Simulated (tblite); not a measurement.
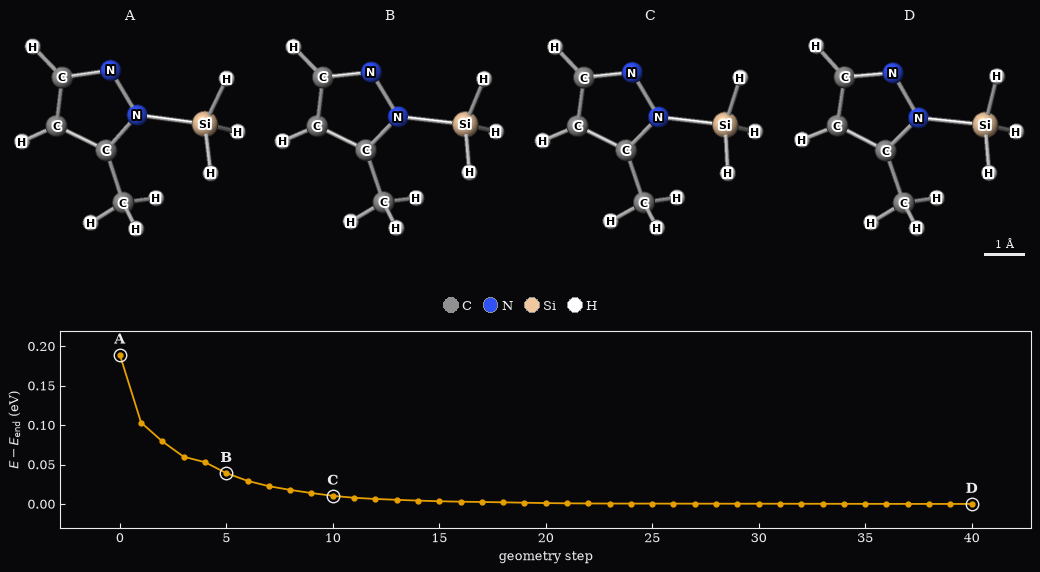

Frames of a relaxation of C4H8N2Si, marked on the history of the run. Style: ball-and-stick. Shown at a tilt.

The calculation used GFN2-xTB geometry optimisation, gas phase in tblite. 

What happens along the run?

The largest move after the best rigid fit is that of an H atom, 0.26 Å. By element the largest moves are H 0.26 Å, N 0.09 Å, C 0.07 Å, Si 0.02 Å. Among the contacts that change: H–Si 1.492 → 1.451 Å, H–Si 1.500 → 1.466 Å, C–C 1.399 → 1.373 Å, C–N 1.386 → 1.361 Å. Bond angles that change, for instance: N–Si–H 112.9° → 104.3°, H–Si–H 108.1° → 113.8°, C–N–Si 126.3° → 131.3°. Over 40 geometry steps the energy falls by 0.189 eV. From step 0 to 5: an H atom moves most (0.07 Å), energy −0.150 eV. From step 5 to 10: an H atom moves most (0.10 Å), energy −0.029 eV. From step 10 to 40: an H atom moves most (0.09 Å), energy −0.010 eV.
